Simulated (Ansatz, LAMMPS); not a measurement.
# Elastic response of a frame of amorphous polyfuran with H2O (capped chains of 6 units) from 500 K (168 atoms), part 2 of 3

Aim: relax a frame of amorphous polyfuran with H2O (capped chains of 6 units) from 500 K (168 atoms), then change its volume to read the bulk modulus from the stress.

Ansatz 0.2.0; Kohn-Sham DFT, RPBE+D4, PAW (set soft_2), plane waves.

The cell: 78 C, 24 O and 66 H. The network of contacts between molecules at the start is that of the classical potential that made the cell. The Brillouin zone is sampled at Γ only.

So far. Step 2 (Single point at the start): The r.m.s. force at the start is 1.2 eV/Å. Step 3 (Cell and atoms relaxed): The relaxation was stopped at its limit after 42 steps, with a largest force component of 0.068 eV/Å.

## 4. Single point at the relaxed geometry

The electronic structure is read at the final geometry, in a run of its own.

The input, input.yaml:

```yaml
crystal:
  lattice:
    - [12.20509, 0.14912, -0.04819]
    - [0.14912, 12.4678, 0.10768]
    - [-0.04819, 0.10768, 12.68814]
  atoms:
    - { symbol: C, position: [0.6552, 0.71698, 0.2463] }
    - { symbol: C, position: [0.6652, 0.79981, 0.32818] }
    - { symbol: C, position: [0.69845, 0.90415, 0.32484] }
    - { symbol: C, position: [0.6878, 0.94467, 0.42888] }
    - { symbol: C, position: [0.64762, 0.86225, 0.49014] }
    - { symbol: O, position: [0.634, 0.77269, 0.42942] }
    [... 156 atom lines left out ...]
    - { symbol: O, position: [0.9646, 0.8952, 0.36322] }
    - { symbol: H, position: [0.00523, 0.96033, 0.37414] }
    - { symbol: H, position: [0.88947, 0.9149, 0.38124] }
    - { symbol: O, position: [0.70453, 0.38492, 0.19167] }
    - { symbol: H, position: [0.77958, 0.38468, 0.21814] }
    - { symbol: H, position: [0.68961, 0.3104, 0.17621] }
kpoints:
  mp_grid: { grid: [1, 1, 1] }
hamiltonian:
  xc: rpbe
  dispersion: d4
scf:
  occupations: { method: gaussian, width: 0.05 }
output:
  forces: true
  stress: true
  populations: true
  dos:
    method: { smearing: { sigma: 0.15 } }
    de: 0.1
    projected: { site_lists: { C: [C], H: [H], O: [O] } }
  eigenvalues: true
  write_density: true
  write_potential: true
  volumetric_format: npy
```

Run with:

```sh
$ ansatz run input.yaml --threads 4 --pin off --max-ram 8192MiB --backend cpu --events-out ev --progress --plain --runs-dir out
```

Numbers of over 12 decimals in the logs are rounded to 6 here.

Log:

```text
[...]
Crystal: 168 atoms, lattice volume = 1930.308 Å³
Basis set: ecut = 420 eV, 37753 PW (Γ), exchange–correlation on 180×180×180 points (8 copies of the dense FFT grid, shifted against one another)
Bands: 429, of which v1, the nominal top of the filled ones, is band 261 counted from 1 (260 counted from 0)
Symmetry: 1 space group operations
[...]
k-points: 1
[...]
SCF iter   1: F=—  HF=-34400.325457 eV  |F-HF|=—  |Δ(HF+E_count)|=         —  Δρ=1.00e-2  dr2=1.94e0  ethr=1.77e-3  ⟨swp⟩=6.0  Hψ=1946  notcnv=0  defer=47
[...]
SCF iter  11: F=-34399.924792 eV  HF=-34399.924792 eV  |F-HF|=1.46e-8  |Δ(HF+E_count)|=   5.46e-8  Δρ=6.96e-7  dr2=1.09e-8  ethr=1.92e-11  ⟨swp⟩=9.0  Hψ=2530  notcnv=0
SCF 1 converged in 11 iterations: F = -34399.924792 eV  dr2 = 1.09e-8
[...]
WARN: The input density's exchange-correlation potential varies sharply where the density is thin. Do not read a vacuum level from v_tot or v_xc, or from such a field of the output density. On a cell that repeats whose density bears no net charge and no dipole along the vacuum's axis use v_es (v_loc + v_h of the components); [...]
SCF converged after 11 iterations
Free energy (F): -34399.924792 eV
[...]
Internal energy: -34399.924792 eV  (E = F + TS)
E sigma→0 (E₀):  -34399.924792 eV
Fermi energy:    2.299588 eV
[...]
--- Forces (eV/Å), atoms counted from 1 ---
  atom   1  C      0.00217334     0.00455600     0.00291338
  atom   2  C     -0.00608825    -0.00345215    -0.00891054
  atom   3  C      0.00869565    -0.00097855    -0.00212469
  atom   4  C     -0.00715541    -0.00451665     0.00343208
  atom   5  C     -0.00068194     0.00737166     0.00158765
  atom   6  O      0.00647118    -0.00200509    -0.00157516
  atom   7  C      0.00705742     0.00301477     0.00096500
  atom   8  C     -0.00801746    -0.00492235     0.00086480
  atom   9  C      0.00733053    -0.00155398    -0.00151456
  atom  10  C     -0.00479592    -0.00206702    -0.00226175
  atom  11  O     -0.00047335     0.00132803    -0.00312922
  atom  12  C     -0.00193142    -0.00202111     0.00172034
  atom  13  C      0.00122640     0.00635641    -0.00110333
  atom  14  C      0.00120947    -0.00080008    -0.00024741
[...]
atom 167  H      0.00712382    -0.00029578     0.00395603
  atom 168  H      0.00003695    -0.00772747    -0.00012810
  max |Σ_I F_I| component: 3.68e-5 eV/Å
--- Stress (GPa, compression-positive) ---
       -0.138231       0.027865       0.008161
        0.027864      -0.113597       0.024114
        0.008160       0.024113      -0.037232
  P = ⅓ Tr σ = -0.0964 GPa (-0.964 kbar)
--- Band table (eV) ---
[...]
--- Löwdin populations: 168 sites ---
  site symbol       q [e]
     0      C      4.4453
     1      C      3.7587
     2      C      4.2029
[...]
167      H      0.6014
  spilling = 0.012779 (of n_electrons = 522.000000)
```

Run time: 57 s. Hardware: 4 threads of Intel Xeon Platinum 8259CL at 2.50GHz (Skylake/Cascade Lake), shared host; peak memory 2.7 GiB.

The program notes that the exchange-correlation potential is rough where the density is thin.

Numbers from this run:

* free energy: -34399.9248 eV
* free energy per atom: -204.7615 eV/atom
* SCF cycles: 11
* pressure: -0.09635 GPa
* r.m.s. force component: 0.00737 eV/Å
* longest force: 0.1002 eV/Å
* Fermi energy: 2.3 eV
* gap (highest filled to lowest empty level): 1.38 eV
* spilling of the projection: 0.01278

Löwdin charges by element and coordination (they lack the spilled electrons, 0.040 e an atom on average):

```csv
element,coordination,atoms,mean charge (e),spread,least,most
C,all,78,-0.0204,0.223,-0.456,0.241
C,3,72,0.0153,0.194,-0.211,0.241
C,4,6,-0.448,0.0044,-0.456,-0.443
H,all,66,0.245,0.0718,0.193,0.409
O,all,24,-0.329,0.220,-0.752,-0.187
```

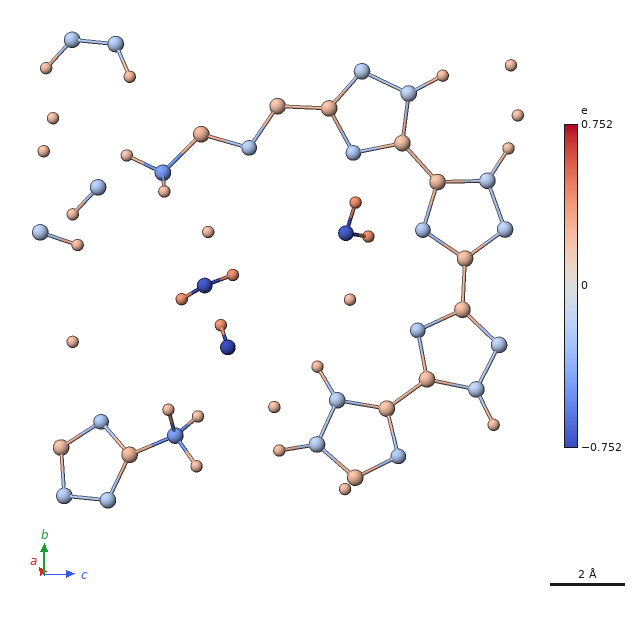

Atoms coloured by Löwdin charge. Drawn is a slice 4 Å thick, seen along the normal of the bc plane. Bonds to atoms that aren't drawn are left out.

States in the cell by windows of 1 eV, zero at the Fermi level; the larger projections on atomic orbitals stand beside the total:

```csv
from (eV),to (eV),total,C p,O p,H s,C s
-18,-17,15.7,3.2,1.6,0.6,9.2
-17,-16,39.1,9.4,2.3,2.4,21.8
-16,-15,11.1,3.0,1.4,0.9,5.6
-15,-14,6.6,2.1,0.7,0.7,3.0
-14,-13,11.4,3.6,1.2,1.3,5.1
-13,-12,16.7,8.3,2.4,1.4,4.3
-12,-11,25.3,11.5,4.8,2.5,5.9
-11,-10,41.0,18.3,7.9,5.9,6.2
-10,-9,21.8,7.3,8.6,4.0,1.3
-9,-8,29.7,15.5,10.6,2.1,1.0
-8,-7,44.3,25.3,10.3,6.1,1.9
-7,-6,86.5,50.6,16.8,15.2,1.4
-6,-5,38.9,16.0,17.5,2.7,0.3
-5,-4,17.0,9.6,6.9,0.1,0.0
-4,-3,44.0,27.3,16.1,0.2,0.0
-3,-2,12.2,9.7,2.2,0.2,0.0
-2,-1,8.1,7.7,0.2,0.2,0.0
-1,0,4.6,4.4,0.1,0.1,0.0
0,1,5.2,4.1,0.9,0.1,0.0
1,2,10.7,8.6,1.4,0.2,0.0
2,3,16.6,11.0,1.0,1.8,0.4
3,4,29.9,13.8,1.0,5.8,1.5
4,5,43.8,17.2,2.0,7.8,2.9
```

Between -26 and -18 eV lie 48 more states.

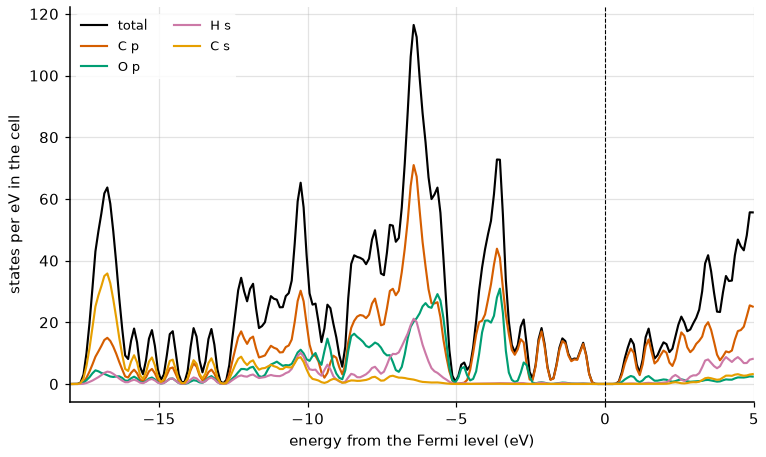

Total and projected density of states, with the broadening of the input.

The levels nearest the highest filled one (over half full), pooled over k-points and spins:

```csv
level less the highest filled one (eV),occupation
-0.858,2
-0.724,2
-0.610,2
-0.350,2
-0.0952,2
0,2
1.38,0
1.57,0
1.64,0
2.03,0
2.15,0
2.19,0
```

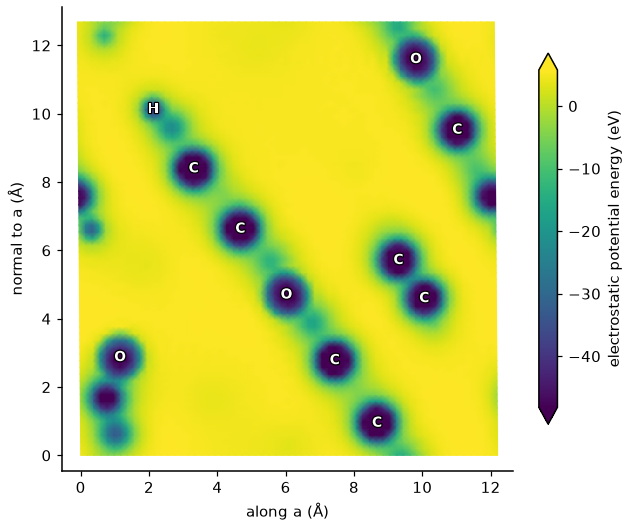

Electrostatic potential energy in the ac plane at fractional y = 0.110, with atoms of O and C and H within 0.2 Å of it. With pseudopotentials it is smooth inside the atoms' cores, unlike the true potential. The map starts off the cell's origin, so that atoms lie inside it.

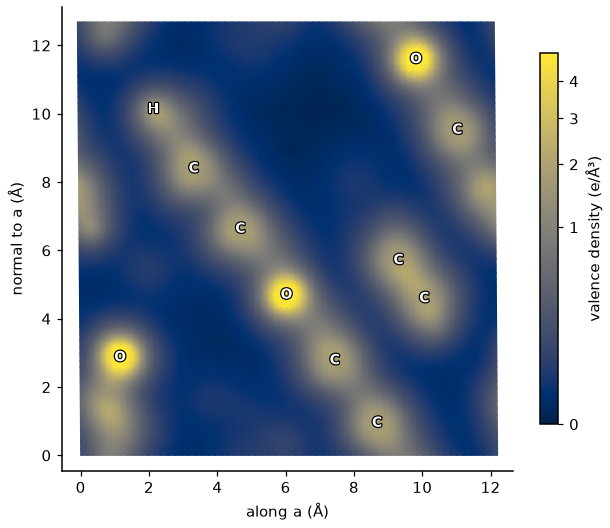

Valence density in the ac plane at fractional y = 0.110, with atoms of O and C and H within 0.2 Å of it. It is the smooth field of the valence electrons, not physical close to the nuclei. The map starts off the cell's origin, so that atoms lie inside it. The colour scale is stretched toward low values.

The highest filled and lowest empty levels differ by 1.38 eV (at Γ alone); a semilocal functional tends to put such gaps too low. It is the spacing of short capped chains, not of the long polymer. In a disordered cell it changes from sample to sample, and tail or defect levels can set it. Mean Löwdin charges: C -0.02, H +0.24, O -0.33 e (they miss 1.3 % of the electrons, so they add up to more than the cell's charge). The largest share in the top eV of filled states is C p (96 % of the projected weight), and in the lowest eV of empty states C p (82 % of the projected weight).

## 5. Volume -3 %

The relaxed cell is scaled evenly and the atoms are relaxed again; the stress at the end gives one point of P(V).

input.yaml, the sections that differ from step 4:

```yaml
crystal:
  lattice:
    - [12.0818, 0.14761, -0.0477]
    - [0.14761, 12.34185, 0.10659]
    - [-0.0477, 0.10659, 12.55997]
  atoms:
    [... the 168 atom lines of step 4 ...]
output:
  forces: true
  eigenvalues: true
  stress: true
relax:
  f_tol: 0.05
  max_steps: 70
# kpoints, hamiltonian, scf: as in step 4
```

Log:

```text
Warning: output.stress: scf.convergence.dr2_threshold = 1e-7 eV (the SCF's general default) is looser than the 1.08e-8 eV advised for a printed stress (1e-10 eV for each atom of the cell: 168, of which 108 are counted). What an SCF threshold leaves in a stress goes as its square root, and in the free energy as the threshold itself, and one threshold admits the most on a small cell: [...]
[...]
Crystal: 168 atoms, lattice volume = 1872.399 Å³
Basis set: ecut = 420 eV, 36583 PW (Γ), exchange–correlation on 162×180×180 points (8 copies of the dense FFT grid, shifted against one another)
Bands: 429, of which v1, the nominal top of the filled ones, is band 261 counted from 1 (260 counted from 0)
Symmetry: 1 space group operations
[...]
k-points: 1
[...]
SCF iter   1: F=—  HF=-34399.712744 eV  |F-HF|=—  |Δ(HF+E_count)|=         —  Δρ=1.04e-2  dr2=2.06e0  ethr=1.77e-3  ⟨swp⟩=6.0  Hψ=1969  notcnv=0  defer=49
[...]
SCF iter   7: F=—  HF=-34399.280369 eV  |F-HF|=—  |Δ(HF+E_count)|=   1.52e-4  Δρ=3.82e-5  dr2=2.83e-5  ethr=2.63e-8  ⟨swp⟩=2.0  Hψ=524  notcnv=0  defer=162
SCF iter   8: F=-34399.280345 eV  HF=-34399.280348 eV  |F-HF|=2.99e-6  |Δ(HF+E_count)|=   2.09e-5  Δρ=1.13e-5  dr2=2.54e-6  ethr=5.41e-9  ⟨swp⟩=16.0  Hψ=2509  notcnv=0
SCF 1 converged in 8 iterations: F = -34399.280345 eV  dr2 = 2.54e-6
[...]
relax step   1: F+E_penalty+E_count = -34399.28034550 eV  Δ(F+E_penalty+E_count) = +0.000e0 eV  max|allowed force component| = 6.026e-1 eV/Å  Δτ_max = 0.0000 Å  (8 SCF iters, dr2 threshold 6.25e-5 eV, accepted)
[...]
relax step   2: F+E_penalty+E_count = -34399.85100878 eV  Δ(F+E_penalty+E_count) = -5.707e-1 eV  max|allowed force component| = 3.018e-1 eV/Å  Δτ_max = 0.0838 Å  (7 SCF iters, dr2 threshold 2.27e-5 eV, accepted)
[...]
relax step   3: F+E_penalty+E_count = -34399.86490801 eV  Δ(F+E_penalty+E_count) = -1.390e-2 eV  max|allowed force component| = 1.671e0 eV/Å  Δτ_max = 0.1931 Å  (7 SCF iters, dr2 threshold 5.69e-6 eV, accepted)
relax step   4: F+E_penalty+E_count = -34399.79167384 eV  Δ(F+E_penalty+E_count) = +7.323e-2 eV  max|allowed force component| = 4.183e-1 eV/Å  Δτ_max = 0.2000 Å  (6 SCF iters, dr2 threshold 1.00e-4 eV, rejected (line search))
relax step   5: F+E_penalty+E_count = -34399.91145406 eV  Δ(F+E_penalty+E_count) = -4.655e-2 eV  max|allowed force component| = 5.177e-1 eV/Å  Δτ_max = 0.1000 Å  (9 SCF iters, accepted)
relax step   6: F+E_penalty+E_count = -34399.91125247 eV  Δ(F+E_penalty+E_count) = +2.016e-4 eV  max|allowed force component| = 1.329e-1 eV/Å  Δτ_max = 0.1000 Å  (6 SCF iters, dr2 threshold 2.57e-5 eV, rejected (line search))
relax step   7: F+E_penalty+E_count = -34399.92633738 eV  Δ(F+E_penalty+E_count) = -1.488e-2 eV  max|allowed force component| = 1.674e-1 eV/Å  Δτ_max = 0.0500 Å  (8 SCF iters, accepted)
relax step   8: F+E_penalty+E_count = -34399.92916236 eV  Δ(F+E_penalty+E_count) = -2.825e-3 eV  max|allowed force component| = 5.281e-2 eV/Å  Δτ_max = 0.0500 Å  (7 SCF iters, dr2 threshold 2.69e-6 eV, accepted)
relax step   9: F+E_penalty+E_count = -34399.92871039 eV  Δ(F+E_penalty+E_count) = +4.520e-4 eV  max|allowed force component| = 5.387e-2 eV/Å  Δτ_max = 0.0750 Å  (9 SCF iters, rejected (line search))
relax step  10: F+E_penalty+E_count = -34399.93169286 eV  Δ(F+E_penalty+E_count) = -2.530e-3 eV  max|allowed force component| = 5.862e-2 eV/Å  Δτ_max = 0.0363 Å  (9 SCF iters, accepted)
[...]
relax step  11: F+E_penalty+E_count = -34399.93265431 eV  Δ(F+E_penalty+E_count) = -9.615e-4 eV  max|allowed force component| = 4.258e-2 eV/Å  Δτ_max = 0.0211 Å  (8 SCF iters, accepted)
SCF converged after 8 iterations
Free energy (F): -34399.932654 eV
[...]
Internal energy: -34399.932654 eV  (E = F + TS)
E sigma→0 (E₀):  -34399.932654 eV
Fermi energy:    2.481691 eV
[...]
Σ components = -34399.932654   (vs F -34399.932654, Δ=0.00e0)
--- Forces (eV/Å), atoms counted from 1 ---
  atom   1  C      0.00070784    -0.00431367    -0.00260791
  atom   2  C     -0.00641315    -0.00511946     0.00037348
  atom   3  C      0.00840925     0.00542945     0.00494145
  atom   4  C      0.00534833     0.00069732    -0.00204182
[...]
atom 168  H     -0.00184156    -0.00274638    -0.00014699
  max |Σ_I F_I| component: 1.02e-4 eV/Å
--- Stress (GPa, compression-positive) ---
        0.011390       0.040480       0.004899
        0.040480       0.033744       0.041445
        0.004899       0.041444       0.128926
  P = ⅓ Tr σ = 0.0580 GPa (0.580 kbar)
--- Band table (eV) ---
[...]
--- Relaxed structure (11 steps of the walk, 8 accepted, 0 SCFs on fresh bases) ---
  F+E_penalty+E_count = -34399.93265431 eV   max|allowed force component| = 4.258e-2 eV/Å
  atoms:
    - { symbol: C, position: [0.658764, 0.717877, 0.242280] }
    - { symbol: C, position: [0.669221, 0.801056, 0.325334] }
    - { symbol: C, position: [0.704022, 0.906026, 0.322450] }
    - { symbol: C, position: [0.691828, 0.947176, 0.427305] }
[...]
- { symbol: H, position: [0.687266, 0.310212, 0.181841] }
```

Elapsed: 6.5 min, on 4 threads; peak memory 2.6 GiB; 24 min of CPU time.

The program notes that the SCF threshold is loose for the stress.

The relaxation converged after 11 steps, 0.652 eV below its start, with a largest force component of 0.043 eV/Å.

Volume -3 %: the energy stands 0.00786 eV below that of the reference, at a pressure of 0.0580 GPa.

## 6. Volume +3 %

The relaxed cell is scaled to another volume.

Input and log are left out; they have the form of those shown for this kind of step.

Wall time 4.3 min (4 threads of Intel Xeon Platinum 8259CL at 2.50GHz (Skylake/Cascade Lake), shared host); peak memory 2.7 GiB.

The relaxation converged after 8 steps, 0.588 eV below its start, with a largest force component of 0.045 eV/Å.

Volume +3 %: the energy stands 0.0609 eV above that of the reference, at a pressure of -0.229 GPa.

## 7. Volume -6 %

The relaxed cell is scaled to another volume.

input.yaml, the sections that differ from step 5:

```yaml
crystal:
  lattice:
    - [11.95594, 0.14608, -0.04721]
    - [0.14608, 12.21328, 0.10548]
    - [-0.04721, 0.10548, 12.42913]
  atoms:
    [... the 168 atom lines of step 4 ...]
# kpoints, hamiltonian, scf, output, relax: as in step 5
```

Log:

```text
Warning: output.stress: scf.convergence.dr2_threshold = 1e-7 eV (the SCF's general default) is looser than the 1.08e-8 eV advised for a printed stress (1e-10 eV for each atom of the cell: 168, of which 108 are counted). What an SCF threshold leaves in a stress goes as its square root, and in the free energy as the threshold itself, and one threshold admits the most on a small cell: [...]
[...]
Pseudopotentials: kind: paw
Pseudopotential: C, paw, valence charge 4, recommended cutoff 420 eV (normal), C.paw.azcp
Pseudopotential: O, paw, valence charge 6, recommended cutoff 420 eV (normal), O.paw.azcp
Pseudopotential: H, paw, valence charge 1, recommended cutoff 420 eV (normal), H.paw.azcp
[... 5 lines on functional and potentials left out ...]
Crystal: 168 atoms, lattice volume = 1814.490 Å³
Basis set: ecut = 420 eV, 35463 PW (Γ), exchange–correlation on 160×180×180 points (8 copies of the dense FFT grid, shifted against one another)
Bands: 429, of which v1, the nominal top of the filled ones, is band 261 counted from 1 (260 counted from 0)
Symmetry: 1 space group operations
Space group: P1 (ITA 1), of the structure as read, at distance tolerance 1.2e-4 Å
k-points: 1
[... 9 lines on functional and potentials left out ...]
Initial density: superposition of atomic densities (neutral atoms: chi_scale 0, normalization atom), corrected by the library's trained network
Initial wavefunctions: pseudopotential atomic-orbital guess
[...]
SCF iter   1: F=—  HF=-34397.621916 eV  |F-HF|=—  |Δ(HF+E_count)|=         —  Δρ=1.08e-2  dr2=2.17e0  ethr=1.77e-3  ⟨swp⟩=6.0  Hψ=1966  notcnv=0  defer=52
preconditioner: auto → Resta (q_TF=auto, 2.217 Å⁻¹)  ε∞=2.5  [insulator: Δε(μ)=1.742 eV  Ē_g=15.460 eV  σ=0.050 eV  W_gap=1.00  n_scr=338 (ndim 8)  ℏωp=19.2 eV  f_vac=0.224  D(μ)=0.00/eV (n_scr^D=0)  ε∞_Penn≈2.5]
[...]
SCF iter   7: F=—  HF=-34397.156689 eV  |F-HF|=—  |Δ(HF+E_count)|=   1.35e-4  Δρ=3.73e-5  dr2=2.57e-5  ethr=2.41e-8  ⟨swp⟩=2.0  Hψ=528  notcnv=0  defer=162
SCF iter   8: F=-34397.156668 eV  HF=-34397.156671 eV  |F-HF|=2.71e-6  |Δ(HF+E_count)|=   1.80e-5  Δρ=1.11e-5  dr2=2.28e-6  ethr=4.92e-9  ⟨swp⟩=14.0  Hψ=2648  notcnv=0
SCF 1 converged in 8 iterations: F = -34397.156668 eV  dr2 = 2.28e-6
[...]
relax step   1: F+E_penalty+E_count = -34397.15666810 eV  Δ(F+E_penalty+E_count) = +0.000e0 eV  max|allowed force component| = 1.274e0 eV/Å  Δτ_max = 0.0000 Å  (8 SCF iters, dr2 threshold 6.25e-5 eV, accepted)
[...]
relax step   2: F+E_penalty+E_count = -34399.55923393 eV  Δ(F+E_penalty+E_count) = -2.403e0 eV  max|allowed force component| = 6.184e-1 eV/Å  Δτ_max = 0.1311 Å  (7 SCF iters, dr2 threshold 1.00e-4 eV, accepted)
[...]
relax step   5: F+E_penalty+E_count = -34399.85979051 eV  Δ(F+E_penalty+E_count) = -5.119e-2 eV  max|allowed force component| = 4.199e-1 eV/Å  Δτ_max = 0.0966 Å  (10 SCF iters, accepted)
[...]
relax step   9: F+E_penalty+E_count = -34399.88035936 eV  Δ(F+E_penalty+E_count) = -2.459e-3 eV  max|allowed force component| = 1.431e-1 eV/Å  Δτ_max = 0.0338 Å  (9 SCF iters, accepted)
[...]
Step cancelled. What follows is not a result of the run: it is the report of the last solve that finished, which converged after 9 SCF iterations.
Free energy (F): -34399.880359 eV
Harris-Foulkes:  -34399.880359 eV  (|F-HF|=7.89e-9)
Internal energy: -34399.880359 eV  (E = F + TS)
E sigma→0 (E₀):  -34399.880359 eV
Fermi energy:    2.679547 eV
--- Per-component energies (eV) ---
[...]
Σ components = -34399.880359   (vs F -34399.880359, Δ=0.00e0)
--- Forces (eV/Å), atoms counted from 1 ---
  atom   1  C     -0.00016926     0.00081307    -0.00573072
  atom   2  C     -0.01149988    -0.01317865     0.01323197
  atom   3  C      0.00449018     0.00435410    -0.00018887
  atom   4  C     -0.00701779    -0.00128824     0.00960118
[...]
atom 168  H      0.00313498     0.00025244     0.00200648
  max |Σ_I F_I| component: 5.31e-5 eV/Å
--- Stress (GPa, compression-positive) ---
        0.185557       0.063670       0.017311
        0.063670       0.226530       0.054407
        0.017311       0.054407       0.323927
  P = ⅓ Tr σ = 0.2453 GPa (2.453 kbar)
--- Band table (eV) ---
  k-point 0: bands = ["-22.4478", "-22.2297", "-22.2143", "-22.1384", [... 413 levels ...], "11.6867", "11.6986", "11.7573", "11.7843", "11.8385", "11.8615", "11.9022", "11.9572", "11.9694", "12.0130", "12.0219", "12.0574"]
End of that report.
Error: SIGTERM received: cancelled by the caller after 5 completed SCF iterations
```

Wall time 4.4 min (4 threads); peak memory 2.5 GiB.

The relaxation was stopped at its limit after 9 steps, 2.72 eV below its start, with a largest force component of 0.14 eV/Å.

Volume -6 %: the energy stands 0.0444 eV above that of the reference.

(Continued in part 3 of 3.)

[Logs are printed without paths, hosts, clocks, repeated set-up lines and the standing remarks that a program may print on its own settings, such as how far it seeks lower states.]

[Hosts, paths, dates, database ids (printed as entryN), source tags and the programs' standing remarks are cut or masked in the printed files.]
